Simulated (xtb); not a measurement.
## Run report: C3H8GeS (charge +1), energy and gradient calculation

- system: C3H8GeS, charge +1, multiplicity 2
- method: GFN-FF (xtb 6.7.1)

The geometry comes from this level: GFN2-xTB.

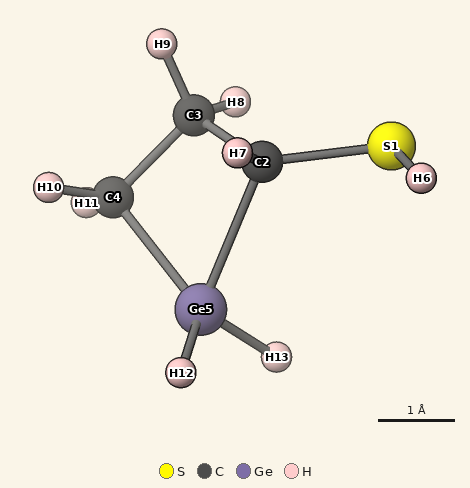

*The input geometry (ball-and-stick view, seen at a tilt; atoms are numbered from 1 in the order of the input). Sticks mark near contacts.*

Bond lengths as drawn: C–C 1.51 to 1.54 Å, C–Ge 2.00 to 2.21 Å, C–H 1.09 Å, C–S 1.75 Å, Ge–H 1.51 to 1.52 Å and H–S 1.34 Å.

Results in brief

| quantity | value |
| --- | --- |
| outcome | converged |
| total energy | −0.236746 hartree |
| dispersion energy | −0.006983 hartree |
| largest force | 2.712 eV/Å |
| hardware | 1 thread of Intel Xeon @ 2.50GHz (Skylake/Cascade Lake), 16 GiB of memory available, shared host |
| peak memory | 0.07 GiB |

The input (coord)
```
$coord angs
    -2.2339300    -0.1922600     0.9715100  S
    -0.5017500    -0.0626100     0.8042800  C
     0.1983900    -1.1650500     0.0405400  C
     1.2292400    -0.3930600    -0.8120900  C
     0.2099600     1.3225400    -0.7661700  Ge
    -2.4043100     0.7714600     1.8900600  H
     0.0030700     0.2692800     1.7072900  H
    -0.5114600    -1.6917900    -0.5982900  H
     0.6677600    -1.8956600     0.7017300  H
     2.1873100    -0.2864400    -0.3031700  H
     1.3957100    -0.8291900    -1.7950000  H
     0.6998000     2.6018600    -0.1184800  H
    -0.9398000     1.5509200    -1.7222000  H
$end
```

File .CHRG
```
1
```

File .UHF
```
1
```

Run as:
```bash
xtb coord --gfnff --grad > run.log 2> xtb.err
```

What the program printed
```
* xtb version 6.7.1
   ID    Z sym.   atoms
    1   16 S      1
    2    6 C      2-4
    3   32 Ge     5
    4    1 H      6-13

           -------------------------------------------------
          |                Calculation Setup                |
           -------------------------------------------------

          program call               : xtb coord --gfnff --grad
          coordinate file            : coord
          omp threads                :                     1

          charge from .CHRG file: 1

          ==================== Thresholds ====================
          CN  :   150.00000
          rep :   500.00000
          disp:  2500.00000
          HB1 :   250.00000
          HB2 :   450.00000

          Pauling EN used:
          Z : 1  EN :  2.20
          Z : 6  EN :  2.55
          Z :16  EN :  2.58
          Z :32  EN :  2.01
          electric field strengths (au): 0.000

           -------------------------------------------------
          |           Force Field Initialization            |
           -------------------------------------------------

          distances ...
          ----------------------------------------
          generating topology and atomic info file ...
          pair mat ...
          computing topology distances matrix with Floyd-Warshall algo ...
          making topology EEQ charges ...
          #fragments for EEQ constrain: 1
          ----------------------------------------
          generating topology and atomic info file ...
          pair mat ...
          computing topology distances matrix with Floyd-Warshall algo ...
          making topology EEQ charges ...
          #fragments for EEQ constrain: 1
          rings ...
          # BATM   89
          # H in HB   8

  atom   neighbors  erfCN metchar sp-hybrid imet pi  qest     coordinates
    1  S       2    1.96   0.00         3    0    0   0.021   -4.221516   -0.363319    1.835888
    2  C       4    3.41   0.00         3    0    0  -0.029   -0.948170   -0.118316    1.519869
    3  C       4    3.64   0.00         3    0    0  -0.032    0.374903   -2.201625    0.076609
    4  C       4    3.48   0.00         3    0    0  -0.066    2.322927   -0.742776   -1.534628
    5  Ge      4    3.53   0.10         3    0    0   0.201    0.396767    2.499238   -1.447851
    6  H       1    0.98   0.00         0    0    0   0.138   -4.543487    1.457848    3.571696
    7  H       1    0.97   0.00         0    0    0   0.116    0.005801    0.508865    3.226311
    8  H       1    0.97   0.00         0    0    0   0.122   -0.966519   -3.197020   -1.130604
    9  H       1    0.97   0.00         0    0    0   0.122    1.261884   -3.582278    1.326078
   10  H       1    0.97   0.00         0    0    0   0.121    4.133417   -0.541293   -0.572908
   11  H       1    0.97   0.00         0    0    0   0.121    2.637510   -1.566942   -3.392058
   12  H       1    0.96   0.01         0    0    0   0.082    1.322430    4.916803   -0.223895
   13  H       1    0.96   0.01         0    0    0   0.082   -1.775965    2.930814   -3.254486

          #atoms :   13
          #bonds :   13
          #angl  :   25
          #tors  :   39
          #nmol  :   1
          #optfrag :   1
           -------------------------------------------------
          |                   G F N - F F                   |
          |          A general generic force-field          |
          |                  Version 1.0.3                  |
           -------------------------------------------------
          Number of HB bonds (bound hydrogen)     0
          Number of HB bonds (unbound hydrogen)   0
          Number of XB bonds                      0

 E+G (total)                   0 d,  0 h,  0 min,  0.000 sec
 distance/D3 list               ...        0 min,  0.000 sec (  0.883%)
 non bonded repulsion           ...        0 min,  0.000 sec ( 13.812%)
 dCN                            ...        0 min,  0.000 sec (  4.755%)
 EEQ energy and q               ...        0 min,  0.000 sec ( 13.085%)
 D3                             ...        0 min,  0.000 sec ( 11.142%)
 EEQ gradient                   ...        0 min,  0.000 sec (  4.732%)
 bonds                          ...        0 min,  0.000 sec ( 13.845%)
 bend and torsion               ...        0 min,  0.000 sec ( 16.967%)
 bonded ATM                     ...        0 min,  0.000 sec (  9.972%)
 HB/XB (incl list setup)        ...        0 min,  0.000 sec (  5.859%)

         :::::::::::::::::::::::::::::::::::::::::::::::::::::
         ::                     SUMMARY                     ::
         :::::::::::::::::::::::::::::::::::::::::::::::::::::
         :: total energy              -0.236745535876 Eh    ::
         :: gradient norm              0.077095522649 Eh/a0 ::
         ::.................................................::
         :: bond energy               -1.705240833733 Eh    ::
         :: angle energy               0.046667556136 Eh    ::
         :: torsion energy             0.010550793283 Eh    ::
         :: repulsion energy           0.083693327480 Eh    ::
         :: electrostat energy         1.334513262777 Eh    ::
         :: dispersion energy         -0.006983466510 Eh    ::
         :: HB energy                  0.000000000000 Eh    ::
         :: XB energy                  0.000000000000 Eh    ::
         :: bonded atm energy          0.000053824691 Eh    ::
         :: external energy            0.000000000000 Eh    ::
         :: add. restraining           0.000000000000 Eh    ::
         :: total charge               1.000000000000 e     ::
         :::::::::::::::::::::::::::::::::::::::::::::::::::::

           -------------------------------------------------
          |                Property Printout                |
           -------------------------------------------------

molecular dipole:
                 x           y           z       tot (Debye)
 q only:        0.035       0.512      -0.109       1.332

           -------------------------------------------------
          | TOTAL ENERGY               -0.236745535876 Eh   |
          | GRADIENT NORM               0.077095522649 Eh/α |
           -------------------------------------------------
########################################################################
[WARNING] Runtime exception occurred
-1- gfnff_setup: Could not read topology file.
########################################################################

------------------------------------------------------------------------
------------------------------------------------------------------------
 total:
 *  cpu-time:     0 d,  0 h,  0 min,  0.004 sec
 * ratio c/w:     1.000 speedup
 SCF:
 *  cpu-time:     0 d,  0 h,  0 min,  0.000 sec
 * ratio c/w:     0.999 speedup
```

Standard error
```
normal termination of xtb
```
